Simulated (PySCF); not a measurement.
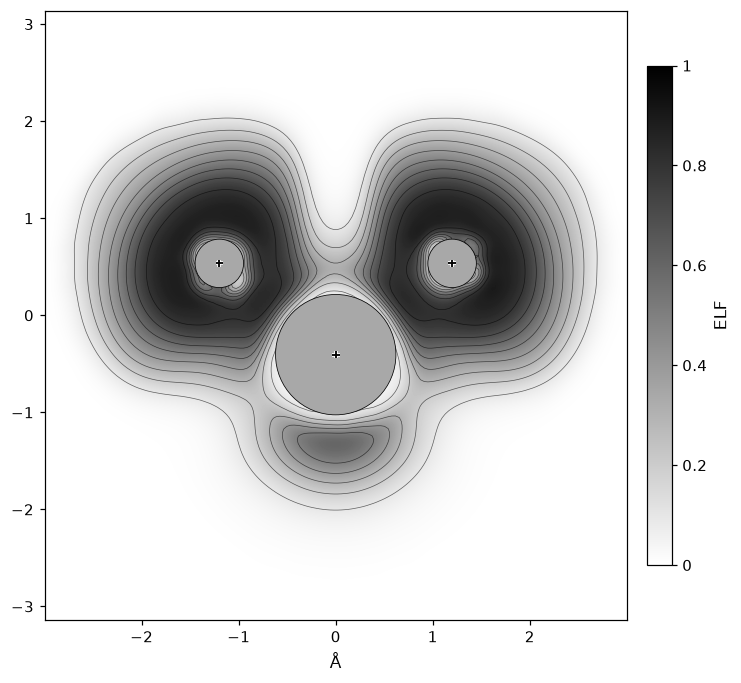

The ELF on a plane through atoms (crosses mark nuclei in the plane; grey discs cover the cores).

These are results of CAM-B3LYP/def2-SVPD, SCF density, gas phase (PySCF 2.14.0), not measurements.

Candidates:
A. C₄H₇FO (SMILES C=C(CF)OC)
B. F₃HP (SMILES F[PH+](F)F) (charge +1)

> Which candidate gave the map?

Candidate B: F₃HP on the plane of atoms F1, P2 and F4, which holds F and P. P–F (1.52 Å): the ELF peaks at about 0.85 in the valence shell of F, 0.6 Å from its nucleus, and is about 0.65 at the midpoint.
